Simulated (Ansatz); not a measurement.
The starting structures come from a database of crystals and need not be the phases stable at ambient conditions.

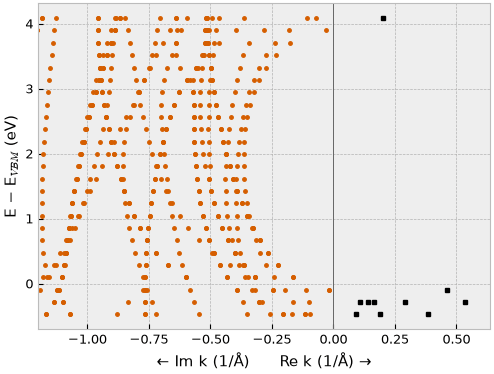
*Complex bands at the centre of the two-dimensional zone; r2SCAN (Ansatz, a quantum-chemistry and plane-wave program)*

The gap is the functional's own, uncorrected, and κ follows it; spin-orbit coupling is left out. Mid-gap values are interpolated between the computed energies.

Q: This is Sr₃Ta₂ZnO₉ (P-3m1, not sure to be the ambient phase, 15 atoms a cell, 13.4 Å³ an atom, -5 GPa at this level) along the normal of (100). Read off the slowest decay at the centre of the two-dimensional zone at 2.00 eV, the computed energy nearest the middle of the gap.

A: κ ≈ 0.36 1/Å, a decay length 1/(2κ) of the density of 1.4 Å.
